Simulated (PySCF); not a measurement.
```xyz
20

C    -2.2628    0.1692   -1.2924
C    -1.5972    0.2118   -0.1492
C    -1.5375    1.4268    0.7201
C    -0.8064   -0.9747    0.3370
C     0.6373   -0.9258   -0.2089
C     1.2814   -2.2051    0.0342
N     1.7913   -3.2060    0.2444
O     1.3468    0.1109    0.4027
Si    2.7860    0.7527    0.0019
H    -2.2909   -0.7176   -1.9037
H    -2.8134    1.0176   -1.6601
H    -2.0011    1.2186    1.6845
H    -0.4988    1.6977    0.9025
H    -2.0518    2.2654    0.2588
H    -0.7521   -0.9793    1.4270
H    -1.2665   -1.9056   -0.0006
H     0.6068   -0.7715   -1.3002
H     3.8652   -0.2261    0.1234
H     2.7448    1.2405   -1.3806
H     2.8139    1.8113    0.9969
```

Geometry: GFN2-xTB.

Method: PBE0/pcSseg-1, SCF density, gas phase, non-relativistic (PySCF 2.14.0).

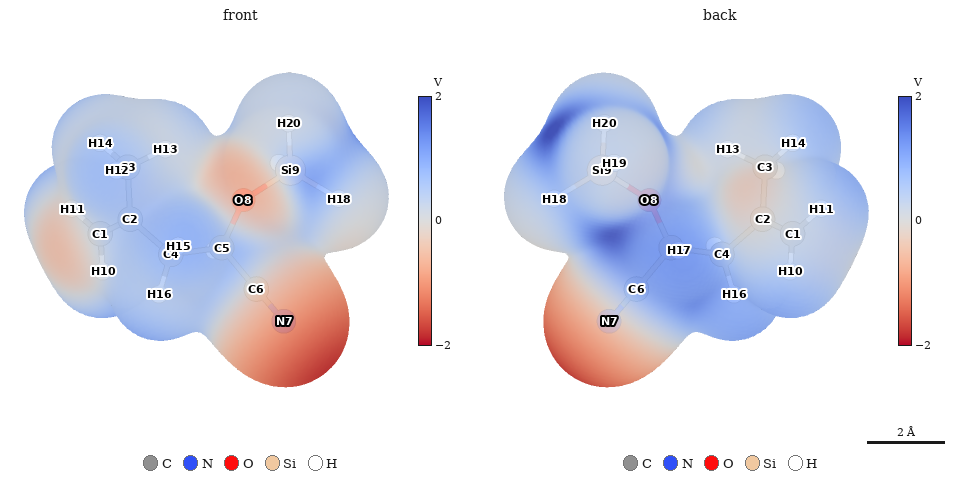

C6H11NOSi (SMILES C=C(C)C[C@H](C#N)O[SiH3]). The molecular electrostatic potential painted on the density surface at 0.002 e/bohr³, seen from the front and from behind; red is negative and blue positive.

Describe the electrostatic potential map.

Answer. The most negative region (about −1.7 V) lies over N7, the most positive (about +1.9 V) over Si9. N7 is the likeliest acceptor of a hydrogen bond.

How polar is the molecule by this calculation?

Answer. Its dipole moment is 3.19 D.
